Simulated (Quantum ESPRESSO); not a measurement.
Band structure of Hf3N4 (I-43d, 14 atoms in the cell).

```
CELL_PARAMETERS angstrom
     -3.33740     3.33740     3.33740
      3.33740    -3.33740     3.33740
      3.33740     3.33740    -3.33740
ATOMIC_POSITIONS crystal
  Hf 0.87500 0.25000 0.12500
  Hf 0.75000 0.37500 0.62500
  Hf 0.62500 0.75000 0.37500
  Hf 0.25000 0.12500 0.87500
  Hf 0.12500 0.87500 0.25000
  Hf 0.37500 0.62500 0.75000
  N  0.50000 0.00000 0.63366
  N  0.00000 0.13366 0.50000
  N  0.86634 0.86634 0.86634
  N  0.13366 0.50000 0.00000
  N  0.00000 0.63366 0.50000
  N  0.50000 0.00000 0.13366
  N  0.63366 0.50000 0.00000
  N  0.36634 0.36634 0.36634
```

Method of the run: PBE, GBRV 1.5 ultrasoft (PBE) pseudopotentials (plane waves; Quantum ESPRESSO).

Settings: ecutwfc = 40 Ry; ecutrho = 320 Ry; occupations = smearing; smearing = gauss; degauss = 0.00147 Ry; potentials = {Hf: hf_pbe_v1.uspp.F.UPF, N: n_pbe_v1.2.uspp.F.UPF}; K_POINTS = automatic 3 3 3 1 1 1; nbnd = 62; conv_thr = 1e-10 Ry; mixing_beta = 0.7.

The starting cell comes from a database of computed structures (which also holds hypothetical and non-ambient phases and stackings), without a prior relaxation at this level. Its lattice was rescaled by a random factor within 2.5 % of one. Spin-orbit coupling is off.

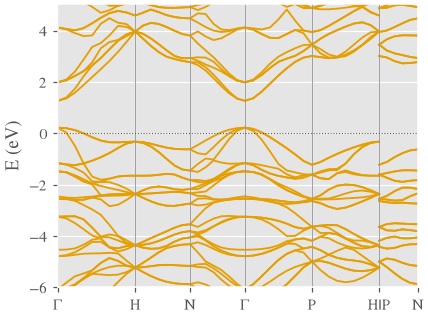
Figure: Bands along the path, energies from the top of the valence band on the SCF mesh.

Task: Read off roughly the gap and where its edges lie.

Result: The gap along the path is about 1.0 eV (computed: 1.04 eV), direct at Γ to within 0.01 eV.

Levels in eV from the top of the valence band on the SCF mesh, bands 53 to 60:
```tsv
point	53	54	55	56	57	58	59	60
Γ	-1.16	0.22	0.22	0.22	1.27	1.27	1.99	1.99
H	-0.32	-0.32	-0.32	-0.32	3.96	3.96	3.96	3.96
N	-1.45	-1.45	-0.62	-0.62	2.77	2.77	2.93	2.93
P	-1.61	-1.61	-1.22	-1.22	3.01	3.01	3.45	3.45
```
